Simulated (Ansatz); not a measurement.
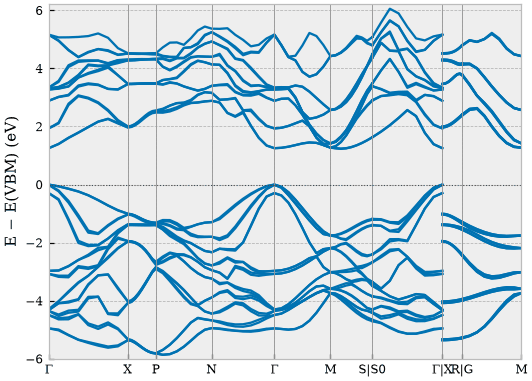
Fig. 1. Band structure from r²SCAN with spin–orbit coupling (plane waves, PAW; program Ansatz)

Task: Read off the gap and where the band edges lie.

Result: About 1.2 eV (1.23 eV by a search for the band edges); maximum at Γ, minimum on the M–S line, 25 % of the way from M.

The material is BeSiAs2 (chalcopyrite, I-42d).

The first step of the workflow began from a Materials Project structure, measured or hypothetical; the Crystallography Open Database copy checked does not list it. Its standing as an ambient phase is unchecked. The cell was relaxed with r²SCAN under the symmetry of its start; whether a distortion lowers the energy is not shown.

Potentials: the later of the program's two PAW sets.
